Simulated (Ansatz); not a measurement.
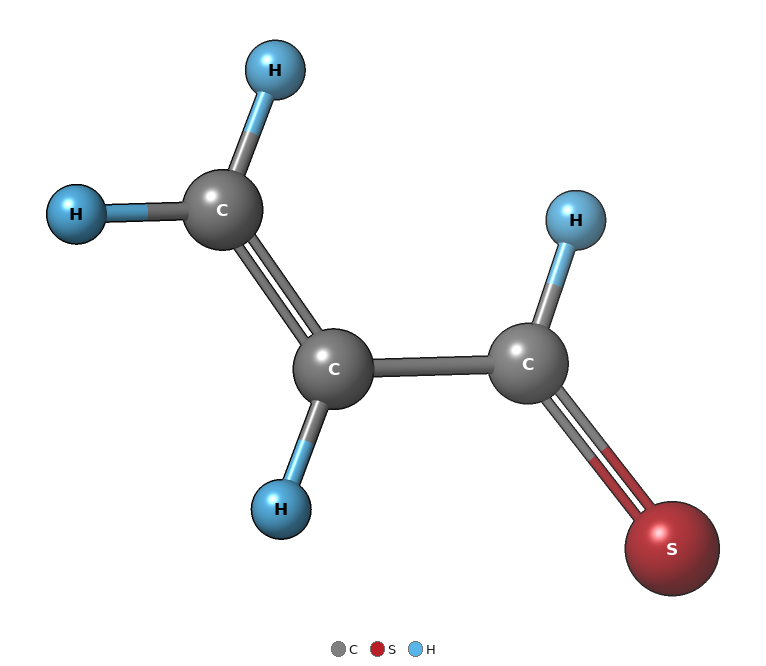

A ball-and-stick model of a molecule.

Computed geometry: PBE0-D4/def2-TZVP optimisation.

> Give the formula.

C3H4S, 8 atoms: 3 carbon, 4 hydrogen and 1 sulfur.

> Name some functional groups or characteristic bonds that it holds.

Among them: alkene.

> Count the bonded pairs by element.

4 C–H, 2 C–C, 1 C–S.

> Give a SMILES string for it.

C=CC=S

> How many atoms are distinct by symmetry?

8: 1 C, 1 C, 1 C, 1 S, 1 H, 1 H, 1 H, 1 H.

The parts below concern this one geometry. Atoms keep their numbers from picture to picture.

**Shape**

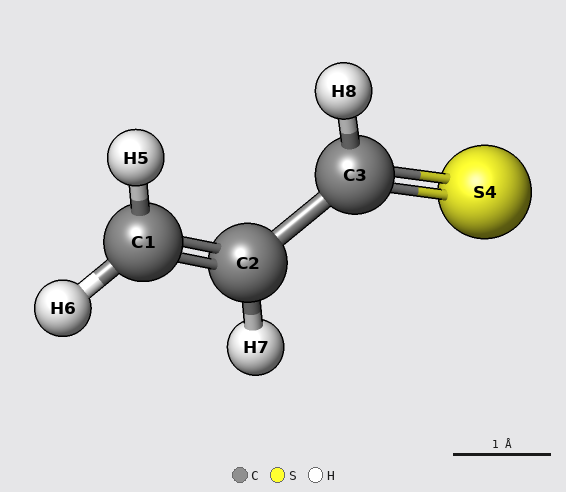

Numbered structure.

Give the bond lengths.

```
 bond  length (Å)   order
C1–C2       1.336  double
C1–H5       1.085  single
C1–H6       1.083  single
C2–C3       1.442  single
C2–H7       1.086  single
C3–S4       1.618  double
C3–H8       1.093  single
```

**Dipole moment**

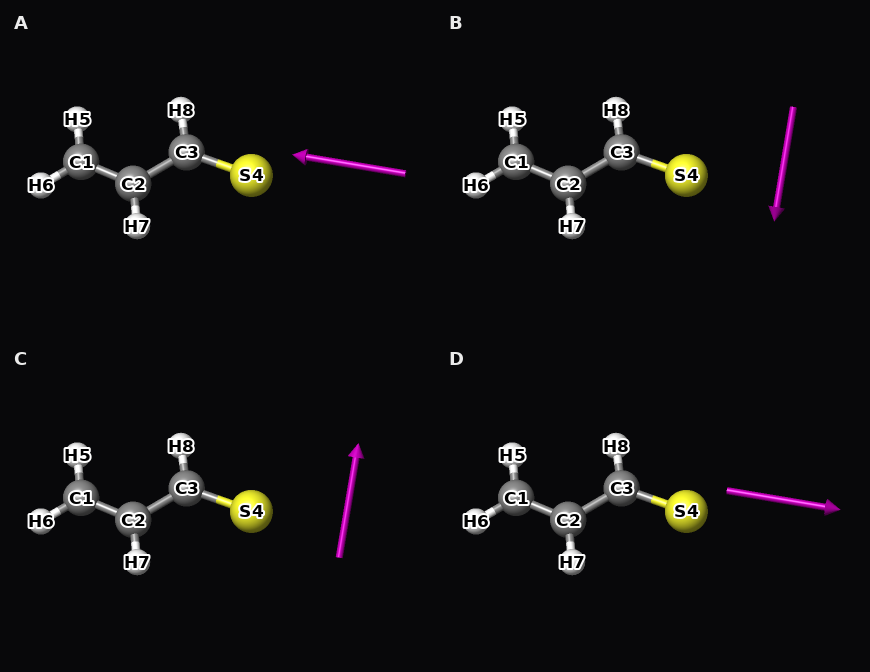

The same molecule four times, each with an arrow. Level of theory: RKS PBE0-D4/def2-TZVP (Ansatz 0.2.0).

> Which arrow points along the dipole moment, from the negative to the positive end?

A. The dipole moment is 2.93 D; it points from the side of S4 to the side of H6 (the outermost atoms at the two ends).

**Levels of theory compared**

Program: Ansatz 0.2.0.

At this fixed geometry, give HOMO–LUMO gap (eV), HOMO energy (eV) at these levels: PBE-D4/def2-TZVPP; PBE0-D4/def2-QZVPP; PBE0-D4/def2-TZVPP; ωB97M-V/def2-QZVPP; ωB97M-V/def2-TZVPP; ωB97X-V/def2-TZVPP.

```json
{"level": "PBE-D4/def2-TZVPP", "HOMO–LUMO gap (eV)": "1.70", "HOMO energy (eV)": "−5.27"}
{"level": "PBE0-D4/def2-QZVPP", "HOMO–LUMO gap (eV)": "3.79", "HOMO energy (eV)": "−6.55"}
{"level": "PBE0-D4/def2-TZVPP", "HOMO–LUMO gap (eV)": "3.79", "HOMO energy (eV)": "−6.52"}
{"level": "ωB97M-V/def2-QZVPP", "HOMO–LUMO gap (eV)": "8.09", "HOMO energy (eV)": "−8.80"}
{"level": "ωB97M-V/def2-TZVPP", "HOMO–LUMO gap (eV)": "8.10", "HOMO energy (eV)": "−8.75"}
{"level": "ωB97X-V/def2-TZVPP", "HOMO–LUMO gap (eV)": "8.30", "HOMO energy (eV)": "−8.92"}
```

**Vibrations**

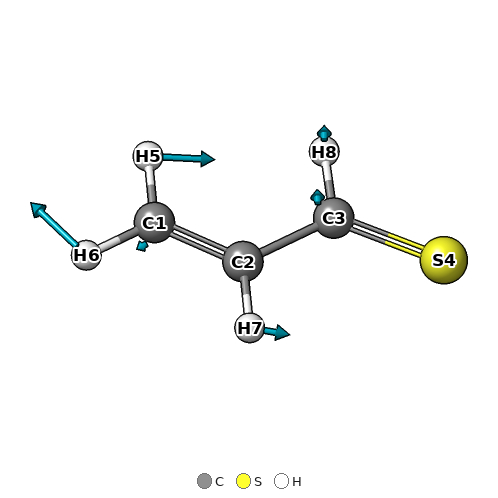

The arrows show one normal mode. Harmonic vibrations computed with RKS PBE0-D4/def2-TZVP (Ansatz 0.2.0) at a stationary point of the same level.

> At what wavenumber does it lie?

907 cm⁻¹; it is mode 5 of 18 counted from the lowest.

**Charges**

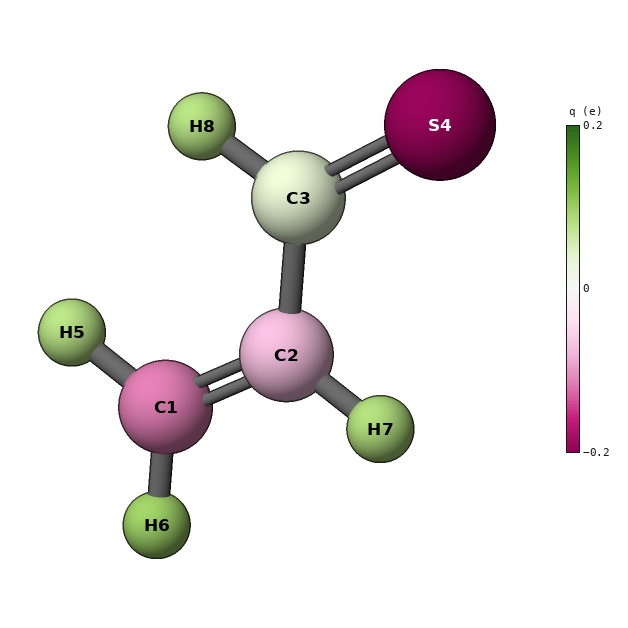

Atoms are coloured by their Mulliken charges. Method: RKS r2SCAN-D4/def2-TZVPP (Ansatz 0.2.0).

> Which atom carries the highest charge (most positive or least negative)?

H6 (0.10 e).

> And the lowest?

S4 (−0.19 e).

List the Mulliken charges.

```csv
atom,value (e)
C1,−0.12
C2,−0.07
C3,0.04
S4,−0.19
H5,0.08
H6,0.10
H7,0.08
H8,0.08
```

Mulliken values depend strongly on the basis set and can even reverse the polarity of a bond.
